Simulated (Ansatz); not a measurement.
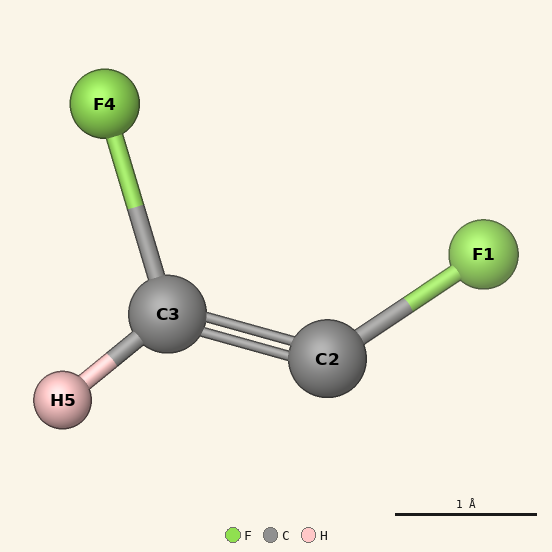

(Drawn from a calculation with Ansatz.)

Orthographic view. Depth is shown by fading: the farther an atom, the more it takes the colour of the background. Charge 0, doublet. Geometry: atoms displaced at random (about 0.09 Å) from a stationary point of PBE0-D4.

Give the geometry as a Z-matrix, atoms in numerical order, with these reference atoms: 2 to 1; 3 to 2, 1; 4 to 3, 2, 1; 5 to 3, 2, 1.

```
F  
C    1   1.381
C    2   1.183   1   128.3
F    3   1.564   2   122.1   1   -23.9
H    3   0.981   2   123.9   1   173.2
```
